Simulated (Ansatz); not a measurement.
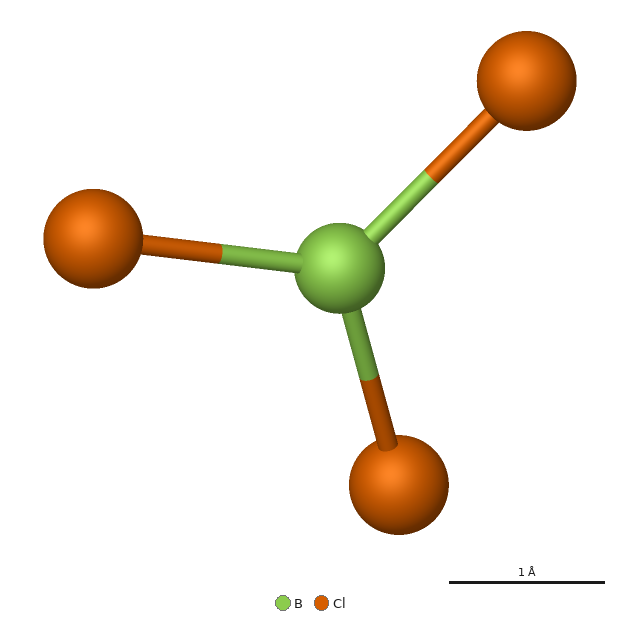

Rendered structure (ball-and-stick style). Every bond is drawn as one stick, whatever its order.

The geometry was computed by an optimisation with PBE0-D4/def2-TZVP.

Question: Count the atoms of each element.

Answer: BCl3, 4 atoms: 1 boron and 3 chlorine.

Question: What is the point group of this geometry?

Answer: D3h.

The parts below concern this one geometry. Atoms keep their numbers from picture to picture.

### Shape

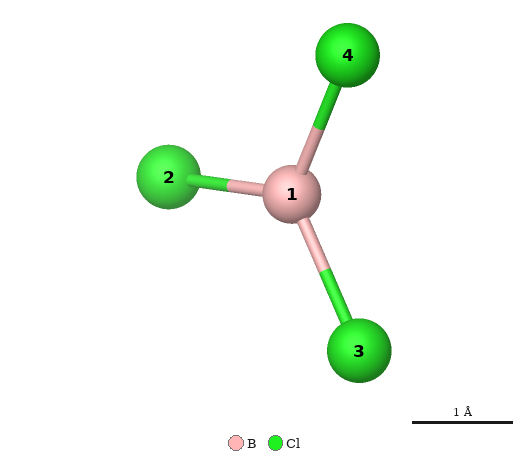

Give these bond angles: Cl2–B1–Cl3.

```csv
angle,degrees
Cl2–B1–Cl3,120.0
```

### Electronic properties

Method: RKS PBE0-D4/def2-TZVPP (Ansatz 0.2.0).

Question: What is the HOMO–LUMO gap?

Answer: 7.40 eV.

Question: Give the HOMO energy (Kohn–Sham orbital) at this level.

Answer: −9.09 eV.

### Vibrations

Harmonic vibrations computed with RKS PBE0-D4/def2-TZVP (Ansatz 0.2.0) at a stationary point of the same level.

Question: List the wavenumbers.

Answer: 6 modes: 253, 253, 457, 476, 976, 977 cm⁻¹.

### Thermal motion

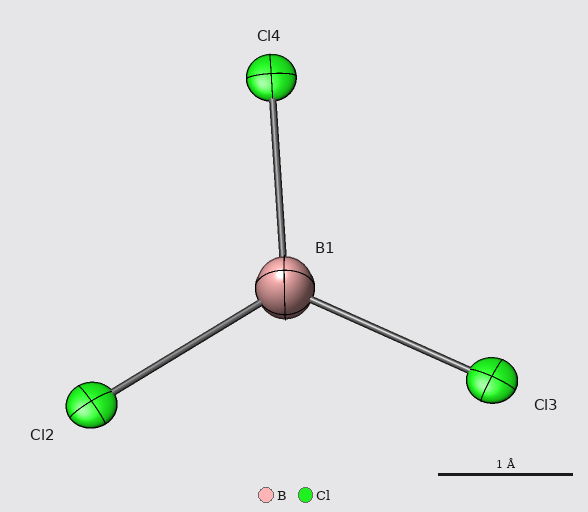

Displacement ellipsoids at the 50 % level, enlarged 3 times, from the internal vibrations of the free molecule (harmonic, no overall translation or rotation; no half-axis is drawn under 0.075 Å). Vibrations computed with RKS PBE0-D4/def2-TZVP (Ansatz 0.2.0). Temperature: 400 K.

Question: Which atom has the largest mean-square displacement?

Answer: B1, with U_eq = 0.0030 Å².

List U_eq and the three principal root-mean-square amplitudes for each kind of atom.

```csv
atom,U_eq (Å²),rms amplitudes (Å)
B1,0.0030,"0.048, 0.048, 0.068"
"Cl2, Cl3, Cl4",0.0011,"0.007, 0.040, 0.041"
```

### Charges

The questions are on Mulliken charges. Method: RKS PBE0-D4/def2-TZVP (Ansatz 0.2.0).

List the Mulliken charges.

```tsv
atom	value (e)
B1	0.23
Cl2	−0.08
Cl3	−0.08
Cl4	−0.08
```

Mulliken values depend strongly on the basis set and can even reverse the polarity of a bond.
